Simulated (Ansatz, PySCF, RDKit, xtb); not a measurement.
**Isomers of InH3SO2, a sample narrowed down**

A sample of isomers of InH3SO2 is drawn. Aim: find which of them has the lowest free energy at 298.15 K, then its properties. The sample is small against all isomers, and the most stable one of this formula need not be in it. One structure proposed beforehand is put among the starts (marked given), to see whether the search confirms or beats it.

The funnel: GFN2-xTB relaxations, single points with a density functional, relaxations at PBE0-D4/def2-SVP, harmonic vibrations, and a last energy at a higher level. All values are calculated.

2 further runs of the same task are left out: 2 set aside as unsound or not needed.

## Step 1: Drawing up candidates

Isomers were drawn by moving bonds and hydrogen atoms under normal valences; this is a sample, not all of them. O–O, O–halogen and N–halogen bonds and N–N–N chains are not drawn. That gives 4 candidates.

| label | SMILES | spin |
| --- | --- | --- |
| c117 | [OH][In]([OH])[SH] | singlet |
| c330 | O[S][InH][OH] | singlet |
| c378 | OS[O][InH2] | singlet |
| c897 | [OH][InH][O]S | singlet |

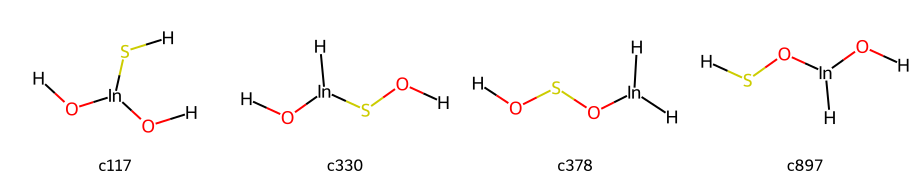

Structural formulas of the candidates.

Candidates are built by distance geometry, with a force field where one applies, in up to four conformers (letters a to d).

## Step 2: Cheap relaxation of all starts

All 15 starts are relaxed the same way. One of them, c117a (given structure), in full:

Input file start.xyz:

```xyz
7
c117a
In     0.034940     0.099640     0.001280
O     -0.044420     1.827440    -0.900830
O     -1.062600    -1.276660    -0.820440
S      1.299180    -0.510490     1.944810
H      0.484290     2.518290    -0.504840
H     -1.516850    -0.921000    -1.583600
H      0.805440    -1.737210     1.863610
```

Command:

```console
$ xtb start.xyz --gfn 2 --opt
```

What it wrote, cut to the lines that bear on the results:

```text
* xtb version 6.7.1
[...]
          :  # basis functions                  31          :
[...]
          :  # electrons                        24          :
[...]
          :  Hamiltonian                  GFN2-xTB          :
[...]
          :  net charge                          0          :
          :  unpaired electrons                  0          :
[...]
   *** convergence criteria satisfied after 12 iterations ***
[...]
   *** GEOMETRY OPTIMIZATION CONVERGED AFTER 1 ITERATIONS ***
[...]
   *** convergence criteria satisfied after 3 iterations ***
[...]
         ::                     SUMMARY                     ::
         :::::::::::::::::::::::::::::::::::::::::::::::::::::
         :: total energy             -14.170699970685 Eh    ::
         :: gradient norm              0.000792898689 Eh/a0 ::
         :: HOMO-LUMO gap              2.447930921947 eV    ::
         ::.................................................::
         :: SCC energy               -14.225371342836 Eh    ::
         :: -> isotropic ES            0.075430277119 Eh    ::
         :: -> anisotropic ES         -0.002759652181 Eh    ::
         :: -> anisotropic XC          0.001346866786 Eh    ::
         :: -> dispersion             -0.003430066798 Eh    ::
         :: repulsion energy           0.054671372151 Eh    ::
         :: add. restraining           0.000000000000 Eh    ::
         :: total charge               0.000000000000 e     ::
         :::::::::::::::::::::::::::::::::::::::::::::::::::::
[...]
        12        2.0000           -0.4129884             -11.2380 (HOMO)
        13                         -0.3230286              -8.7901 (LUMO)
[...]
     #   Z          covCN         q      C6AA      α(0)
     1  49 In       2.449     0.355   274.948    31.918
     2   8 O        1.557    -0.496    22.869     6.452
     3   8 O        1.558    -0.495    22.855     6.450
     4  16 S        1.782    -0.202   149.620    20.588
     5   1 H        0.833     0.315     0.673     1.287
     6   1 H        0.863     0.324     0.647     1.260
     7   1 H        0.925     0.199     1.104     1.643
[...]
     #   Z sym  total        # sym  WBO       # sym  WBO       # sym  WBO
 ---------------------------------------------------------------------------
     1  49 In   2.969 --     3 O    1.000     2 O    0.984     4 S    0.900
     2   8 O    2.177 --     1 In   0.984     5 H    0.873     4 S    0.207
                             3 O    0.112
     3   8 O    2.178 --     1 In   1.000     6 H    0.868     4 S    0.194
                             2 O    0.112
     4  16 S    2.225 --     7 H    0.921     1 In   0.900     2 O    0.207
                             3 O    0.194
     5   1 H    0.901 --     2 O    0.873
     6   1 H    0.895 --     3 O    0.868
     7   1 H    0.960 --     4 S    0.921
 ---------------------------------------------------------------------------
[...]
molecular dipole:
                 x           y           z       tot (Debye)
 q only:        0.227       0.027       0.302
   full:        0.131       0.153       0.123       0.599
molecular quadrupole (traceless):
[...]
          | TOTAL ENERGY              -14.170699970685 Eh   |
          | GRADIENT NORM               0.000792898689 Eh/α |
          | HOMO-LUMO GAP               2.447930921947 eV   |
           -------------------------------------------------
[...]
```

Wall time 0.033 s (2 threads of Intel Xeon 6975P-C (Granite Rapids), shared host).

## Step 3: Distinct minima at GFN2-xTB

15 of the 15 relaxations converged; 4 ended on a minimum already found. 11 distinct structures remain:

| label | start | SMILES after | spin | energy (kcal/mol) | note |
| --- | --- | --- | --- | --- | --- |
| c897b | drawn | [OH2].[SH][O][In] ‡ | singlet | 0.0 | loosely bound |
| c378c | drawn | [H][H].[O]1[SH][O][In]1 ‡ | singlet | 3.1 | fell apart |
| c117a | given | [OH][In]([OH])[SH] | singlet | 13.0 |  |
| c117b | drawn | [OH][In]([OH])[SH] | singlet | 14.5 |  |
| c897a | drawn | [OH][In].[O][SH2] ‡ | singlet | 21.8 | fell apart |
| c330d | drawn | O[S][InH][OH] | singlet | 41.6 |  |
| c330a | drawn | O[S][InH][OH] | singlet | 42.8 |  |
| c897d | drawn | [OH][InH][O]S | singlet | 51.9 |  |
| c897c | drawn | [OH][InH][O]S | singlet | 51.9 |  |
| c378b | drawn | [OH][S]1[O][InH2]1 ‡ | singlet | 57.9 | bonds changed |
| c378a | drawn | [O][S]([OH])[InH2] ‡ | singlet | 61.6 | bonds changed |

‡ marks the bonded skeleton alone, with all bonds drawn single: no Lewis structure was assigned that passes a check against the bond lengths.

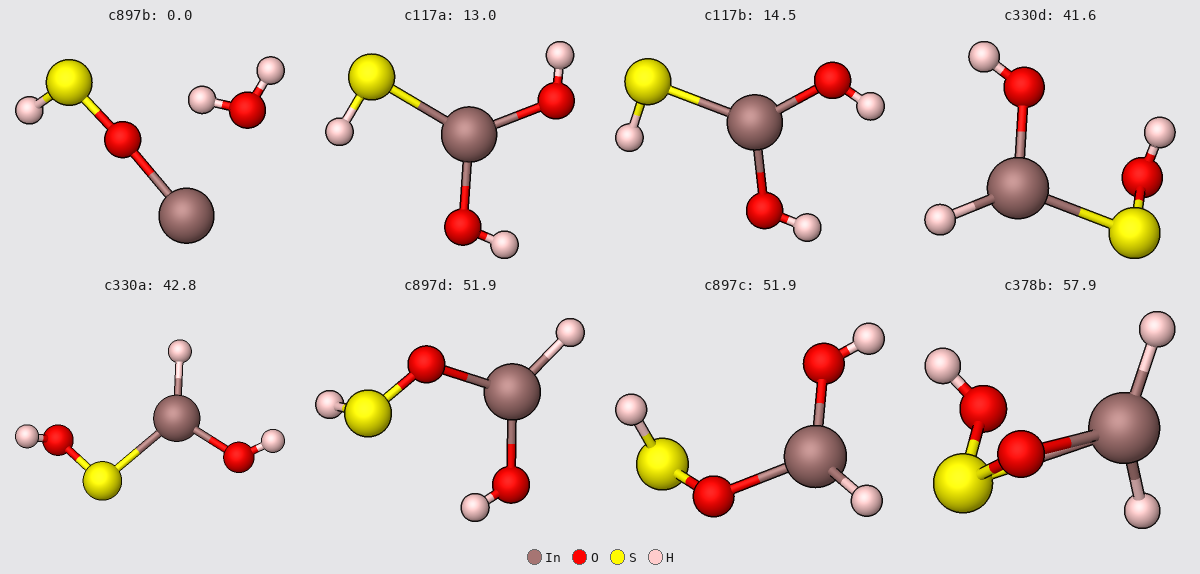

The 8 lowest minima that did not fall apart, with their GFN2-xTB energies in kcal/mol.

## Step 4: Second filter: single points

A choice of the minima (the low ones first, few conformers of a pattern, up to a cap) and the lowest that fell apart get a single point at r2SCAN-D4/def2-SVP on the tight-binding geometry, and one at HF/STO-3G for comparison. The lowest singlets are also tried as triplets at the same geometry (label ending in t). The first, c117a:

Input file input.yaml:

```yaml
crystal:
  periodic: [false, false, false]
  atoms:
    - {symbol: In, position_ang: [0.034940, 0.099640, 0.001280]}
    - {symbol: O, position_ang: [-0.044420, 1.827440, -0.900830]}
    - {symbol: O, position_ang: [-1.062600, -1.276660, -0.820440]}
    - {symbol: S, position_ang: [1.299180, -0.510490, 1.944810]}
    - {symbol: H, position_ang: [0.484290, 2.518290, -0.504840]}
    - {symbol: H, position_ang: [-1.516850, -0.921000, -1.583600]}
    - {symbol: H, position_ang: [0.805440, -1.737210, 1.863610]}
basis:
  gaussian:
    orbitals: def2-SVP
hamiltonian:
  xc: {name: r2SCAN}
  dispersion: d4
scf:
  lower_state_search: off
output:
  orbitals: {seedname: orbitals}
```

Command:

```console
$ ansatz run input.yaml --threads 2 --pin off --max-ram 5220MiB --events-out events.jsonl --progress --plain --runs-dir runs
```

What it wrote, cut to the lines that bear on the results:

```text
Warning: RAYON_NUM_THREADS=2 ignored (pool sized by the plan → 2); use --threads N
Functional definition: r2SCAN
  name "r2SCAN"
[...]
981 factors; their error is unknown
[...]
mean field -20146.00692192 eV, -740.3520989265 hartree, gradient 8.1e-7 eV, S^2 0.000000; 0 other end points of the search recorded, 0 dependent functions left out
reference -20146.00693671 eV, -740.3520994701 hartree; 28, 28 occupied and 59, 59 virtual orbitals, 981 factors
Total energy: -20146.03855012 eV, -740.3532612416 hartree
Checks for a lower state left out: stability, starts, cluster_reference, orbital_swaps, neighbouring_geometries, increment
```

Run time: 0.8 s. Hardware: 2 threads of Intel Xeon 6975P-C (Granite Rapids), shared host.

Relative energies in kcal/mol, each column from its lowest structure that stays in one piece:

| label | SMILES | spin | GFN2-xTB | HF/STO-3G | r2SCAN-D4/def2-SVP |
| --- | --- | --- | --- | --- | --- |
| c117a | [OH][In]([OH])[SH] | singlet | 13.0 | 0.0 | 0.0 |
| c117b | [OH][In]([OH])[SH] | singlet | 14.5 | 2.2 | 1.7 |
| c897b | [OH2].[SH][O][In] ‡ | singlet | 0.0 | 93.2 | 26.0 |
| c330d | O[S][InH][OH] | singlet | 41.6 | 38.0 | 41.9 |
| c378c | [H][H].[O]1[SH][O][In]1 ‡ | singlet | 3.1 | 182.9 | 57.2 |
| c897bt | [OH2].[SH][O][In] ‡ | triplet | – | – | 94.2 |
| c117at | [OH][In]([OH])[SH] | triplet | – | – | 97.6 |

‡ marks the bonded skeleton alone, with all bonds drawn single: no Lewis structure was assigned that passes a check against the bond lengths.

## Step 5: Refinement at PBE0-D4/def2-SVP

3 candidates are relaxed at PBE0-D4/def2-SVP (chosen among the lowest in one piece). The first, c117a:

Input file input.yaml:

```yaml
crystal:
  periodic: [false, false, false]
  atoms:
    - symbol: In
      position_ang: [0.034940, 0.099640, 0.001280]
    - symbol: O
      position_ang: [-0.044420, 1.827440, -0.900830]
    - symbol: O
      position_ang: [-1.062600, -1.276660, -0.820440]
    - symbol: S
      position_ang: [1.299180, -0.510490, 1.944810]
    - symbol: H
      position_ang: [0.484290, 2.518290, -0.504840]
    - symbol: H
      position_ang: [-1.516850, -0.921000, -1.583600]
    - symbol: H
      position_ang: [0.805440, -1.737210, 1.863610]
basis:
  gaussian:
    orbitals: def2-SVP
relax:
  f_tol: 0.003
hamiltonian:
  xc: {name: PBE0}
  dispersion: d4
scf:
  lower_state_search: off
```

Command:

```console
$ ansatz run input.yaml --threads 2 --pin off --max-ram 5220MiB --events-out events.jsonl --progress --plain --runs-dir runs
```

What it wrote, cut to the lines that bear on the results:

```text
Warning: RAYON_NUM_THREADS=2 ignored (pool sized by the plan → 2); use --threads N
[...]
Functional definition: PBE0
  name "PBE0"
[...]
981 factors; integrals over basis functions are off by at most 1.7e-4 eV
[...]
mean field -20138.61735700 eV, -740.0805374246 hartree, gradient 2.5e-6 eV, S^2 0.000000; 0 other end points of the search recorded, 0 dependent functions left out
[...]
reference -20138.61739152 eV, -740.0805386931 hartree; 28, 28 occupied and 59, 59 virtual orbitals, 981 factors
relax step   1: F+E_penalty+E_count = -20138.73225160 eV  Δ(F+E_penalty+E_count) = +0.000e0 eV  max|allowed force component| = 9.936e-1 eV/Å  Δτ_max = 0.0000 Å  (15 SCF iters, accepted)
[...]
relax step   7: F+E_penalty+E_count = -20138.79857341 eV  Δ(F+E_penalty+E_count) = -3.750e-4 eV  max|allowed force component| = 1.871e-3 eV/Å  Δτ_max = 0.0169 Å  (21 SCF iters, accepted)
[...]
relax step   8: F+E_penalty+E_count = -20138.79858220 eV  Δ(F+E_penalty+E_count) = -8.788e-6 eV  max|allowed force component| = 1.250e-3 eV/Å  Δτ_max = 0.0036 Å  (13 SCF iters, accepted)
Total energy: -20138.79861657 eV, -740.0871985908 hartree
Atom 0 at     0.018496     0.090222    -0.016860 Å, force    -0.000359    -0.000428    -0.000158 eV/Å
Atom 1 at    -0.022209     1.881505    -0.889723 Å, force     0.001250     0.000929     0.001123 eV/Å
Atom 2 at    -1.104274    -1.322189    -0.854818 Å, force    -0.000602    -0.001171    -0.000315 eV/Å
Atom 3 at     1.296611    -0.458400     1.923263 Å, force    -0.000150    -0.000119    -0.000129 eV/Å
Atom 4 at     0.539205     2.525016    -0.442143 Å, force    -0.000773    -0.000400    -0.000807 eV/Å
Atom 5 at    -1.571827    -0.983163    -1.627910 Å, force     0.000385     0.000610     0.000270 eV/Å
Atom 6 at     0.843978    -1.732980     1.908181 Å, force     0.000248     0.000579     0.000017 eV/Å
Dipole moment:     0.063862     0.112172     0.033020 e Å
Checks for a lower state left out: stability, starts, cluster_reference, orbital_swaps, neighbouring_geometries, increment
```

It took 8.4 s on 2 threads of Intel Xeon 6975P-C (Granite Rapids), shared host.

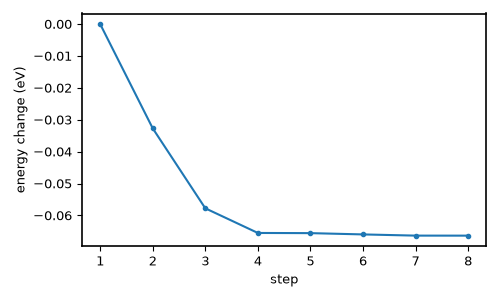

Energy along the run, all evaluated steps.

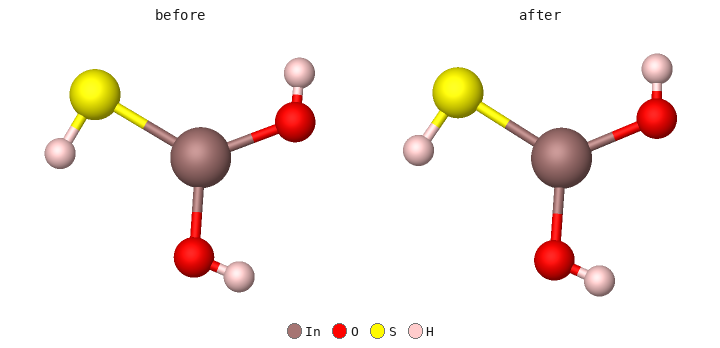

Before and after, at one scale.

After the run. Bond lengths: In1–O2 1.993 Å, In1–O3 1.989 Å, In1–S4 2.387 Å, O2–H5 0.964 Å, O3–H6 0.965 Å, S4–H7 1.353 Å. Angles: O2–In1–O3 116.2°, O2–In1–S4 125.0°, O3–In1–S4 118.8°, In1–O2–H5 112.6°, In1–O3–H6 111.2°, In1–S4–H7 91.6°.

## Step 6: Ranking at PBE0-D4/def2-SVP

| label | spin | r2SCAN-D4/def2-SVP (kcal/mol) | PBE0-D4/def2-SVP, relaxed (kcal/mol) | time |
| --- | --- | --- | --- | --- |
| c117a | singlet | 0.0 | 0.0 | 8.4 s |
| c117b | singlet | 1.7 | 1.5 | 7.5 s |
| c897b | singlet | 26.0 | 18.7 | 20 s |

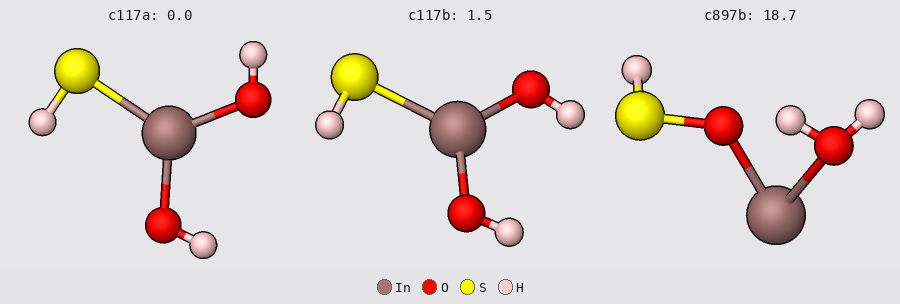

The relaxed structures, with energies at PBE0-D4/def2-SVP in kcal/mol.

## Step 7: Are they minima? Harmonic frequencies

The lowest few in one piece go on as finalists. Harmonic vibrations at PBE0-D4/def2-SVP test each finalist and give the zero-point energy and the thermal terms. The first, c117a:

Input file input.yaml:

```yaml
basis:
  gaussian:
    orbitals: def2-SVP
crystal:
  periodic: [false, false, false]
  atoms:
    - {symbol: In, position_ang: [0.018496, 0.090222, -0.016860]}
    - {symbol: O, position_ang: [-0.022209, 1.881505, -0.889723]}
    - {symbol: O, position_ang: [-1.104274, -1.322189, -0.854818]}
    - {symbol: S, position_ang: [1.296611, -0.458400, 1.923263]}
    - {symbol: H, position_ang: [0.539205, 2.525016, -0.442143]}
    - {symbol: H, position_ang: [-1.571827, -0.983163, -1.627910]}
    - {symbol: H, position_ang: [0.843978, -1.732980, 1.908181]}
phonons: {}
scf:
  lower_state_search: off
hamiltonian:
  xc: pbe0
  dispersion: d4
```

Command:

```console
$ ansatz run input.yaml --threads 2 --pin off --max-ram 5220MiB --events-out events.jsonl --progress --plain --runs-dir runs
```

What it wrote, cut to the lines that bear on the results:

```text
Warning: RAYON_NUM_THREADS=2 ignored (pool sized by the plan → 2); use --threads N
Functional definition: PBE0
  name "PBE0"
[...]
981 factors; integrals over basis functions are off by at most 1.8e-4 eV
[...]
mean field -20138.68444734 eV, -740.0830029493 hartree, gradient 3.3e-6 eV, S^2 0.000000; 0 other end points of the search recorded, 0 dependent functions left out
[...]
reference -20138.68448162 eV, -740.0830042090 hartree; 28, 28 occupied and 59, 59 virtual orbitals, 981 factors
[...]
981 factors; integrals over basis functions are off by at most 1.8e-4 eV
mean field -20138.68440420 eV, -740.0830013638 hartree, gradient 1.7e-6 eV, S^2 0.000000; 0 other end points of the search recorded, 0 dependent functions left out
[...]
reference -20138.68443848 eV, -740.0830026235 hartree; 28, 28 occupied and 59, 59 virtual orbitals, 981 factors
[...]
981 factors; integrals over basis functions are off by at most 1.8e-4 eV
[...]
Total energy: -20138.79860648 eV, -740.0871982202 hartree
Atom 0 at     0.018496     0.090222    -0.016860 Å, force    -0.000503    -0.000392    -0.000369 eV/Å
Atom 1 at    -0.022209     1.881505    -0.889723 Å, force     0.001350     0.000894     0.001272 eV/Å
Atom 2 at    -1.104274    -1.322189    -0.854818 Å, force    -0.000604    -0.001228    -0.000291 eV/Å
Atom 3 at     1.296611    -0.458400     1.923263 Å, force    -0.000133    -0.000033    -0.000145 eV/Å
Atom 4 at     0.539205     2.525016    -0.442143 Å, force    -0.000769    -0.000383    -0.000810 eV/Å
Atom 5 at    -1.571827    -0.983163    -1.627910 Å, force     0.000409     0.000607     0.000302 eV/Å
Atom 6 at     0.843978    -1.732980     1.908181 Å, force     0.000251     0.000535     0.000040 eV/Å
Dipole moment:     0.063862     0.112172     0.033020 e Å
Vibrations: 91.84 126.65 129.07 193.72 258.64 283.95 356.13 603.81 623.92 680.32 808.58 832.01 2710.91 3882.91 3894.18 cm⁻¹, zero-point energy 0.959431 eV
Checks for a lower state left out: stability, starts, cluster_reference, orbital_swaps, neighbouring_geometries, increment
```

Run time: 39 s. Hardware: 2 threads of Intel Xeon 6975P-C (Granite Rapids), shared host.

## Step 8: Zero-point energy and free-energy terms

At 298.15 K and 1 atm, ideal gas, rigid rotor and harmonic oscillator:

| label | SMILES | spin | point group | lowest mode (cm⁻¹) | zero-point (kcal/mol) | G − E (kcal/mol) |
| --- | --- | --- | --- | --- | --- | --- |
| c117a | [OH][In]([OH])[SH] | singlet | Cs | 92 | 22.1 | 1.6 |
| c117b | [OH][In]([OH])[SH] | singlet | Cs | 88 | 21.9 | 1.1 |
| c897b | [OH2].[SH][O][In] ‡ | singlet | C1 | 59 | 23.2 | 1.8 |

Chiral structures get −RT ln 2 for their mirror image.

‡ marks the bonded skeleton alone, with all bonds drawn single: no Lewis structure was assigned that passes a check against the bond lengths.

## Step 9: The final energy

Single points at CCSD(T)/def2-SVP + MP2/def2-TZVPP - MP2/def2-SVP on the refined geometries decide the order.

c117a, CCSD(T)/def2-SVP:

Input file input.yaml:

```yaml
crystal:
  periodic: [false, false, false]
  atoms:
    - symbol: In
      position_ang: [0.018496, 0.090222, -0.016860]
    - symbol: O
      position_ang: [-0.022209, 1.881505, -0.889723]
    - symbol: O
      position_ang: [-1.104274, -1.322189, -0.854818]
    - symbol: S
      position_ang: [1.296611, -0.458400, 1.923263]
    - symbol: H
      position_ang: [0.539205, 2.525016, -0.442143]
    - symbol: H
      position_ang: [-1.571827, -0.983163, -1.627910]
    - symbol: H
      position_ang: [0.843978, -1.732980, 1.908181]
basis:
  gaussian:
    orbitals: def2-SVP
correlation:
  method: ccsd_t
  frozen_orbitals: {S: 5, In: 4, O: 1, H: 0}
```

Command:

```console
$ ansatz run input.yaml --threads 2 --pin off --max-ram 5220MiB --events-out events.jsonl --progress --plain --runs-dir runs
```

What it wrote, cut to the lines that bear on the results:

```text
Warning: RAYON_NUM_THREADS=2 ignored (pool sized by the plan → 2); use --threads N
Functional definition: HF
  name "HF"
[...]
914 factors; integrals over basis functions are off by at most 8.9e-4 eV
[...]
mean field -20082.40178743 eV, -738.0146533473 hartree, gradient 4.9e-6 eV, S^2 0.000000; 0 other end points of the search recorded, 0 dependent functions left out
11 core orbitals not correlated: weight in the atoms' cores, before any rotation towards them, 1.000 or more for the frozen orbitals, at most 0.000 for the correlated occupied ones
reference -20082.40178743 eV, -738.0146533473 hartree; 17, 17 occupied and 59, 59 virtual orbitals, 914 factors
second order -16.35096068 eV of doubles, -0.00000000 eV of singles
cycle   1  -16.51208227 eV  change   -1.6e-1 eV  update   1.1e-1
[...]
cycle   9  -17.07290916 eV  change   -3.0e-5 eV  update   3.4e-5
perturbative correction -0.44604332 eV, -0.0163917895 hartree
Total energy: -20099.92073991 eV, -738.6584629761 hartree
```

Wall time 2.9 s (2 threads of Intel Xeon 6975P-C (Granite Rapids), shared host).

## Step 10: c117a at MP2/def2-TZVPP

Input file input.yaml:

```yaml
crystal:
  periodic: [false, false, false]
  atoms:
    - {symbol: In, position_ang: [0.018496, 0.090222, -0.016860]}
    - {symbol: O, position_ang: [-0.022209, 1.881505, -0.889723]}
    - {symbol: O, position_ang: [-1.104274, -1.322189, -0.854818]}
    - {symbol: S, position_ang: [1.296611, -0.458400, 1.923263]}
    - {symbol: H, position_ang: [0.539205, 2.525016, -0.442143]}
    - {symbol: H, position_ang: [-1.571827, -0.983163, -1.627910]}
    - {symbol: H, position_ang: [0.843978, -1.732980, 1.908181]}
basis:
  gaussian:
    orbitals: def2-TZVPP
correlation:
  method: mp2
  frozen_orbitals: {S: 5, In: 4, O: 1, H: 0}
```

Command:

```console
$ ansatz run input.yaml --threads 2 --pin off --max-ram 5220MiB --events-out events.jsonl --progress --plain --runs-dir runs
```

What it wrote:

```text
Warning: RAYON_NUM_THREADS=2 ignored (pool sized by the plan → 2); use --threads N
Functional definition: HF
  name "HF"
  exchange = exact_x
  correlation = 0
1362 factors; integrals over basis functions are off by at most 1.0e-3 eV
mean field evaluation 1: about -20085.9963 eV, gradient 5.6e1 eV
mean field evaluation 2: about -20086.0629 eV, gradient 5.6e1 eV
mean field evaluation 4: about -20091.8234 eV, gradient 3.0e0 eV
mean field evaluation 8: about -20091.8823 eV, gradient 3.0e-1 eV
mean field evaluation 16: about -20091.8829 eV, gradient 1.7e-6 eV
mean field -20091.88291876 eV, -738.3630784969 hartree, gradient 1.7e-6 eV, S^2 0.000000; 0 other end points of the search recorded, 0 dependent functions left out
11 core orbitals not correlated: weight in the atoms' cores, before any rotation towards them, 1.000 or more for the frozen orbitals, at most 0.000 for the correlated occupied ones
reference -20091.88291876 eV, -738.3630784969 hartree; 17, 17 occupied and 168, 168 virtual orbitals, 1362 factors
second order -25.89612388 eV of doubles, -0.00000000 eV of singles
Total energy: -20117.77904264 eV, -739.3147434966 hartree
```

Run time: 2.3 s. Hardware: 2 threads of Intel Xeon 6975P-C (Granite Rapids), shared host.

(Part 1 of 2 ends here.)
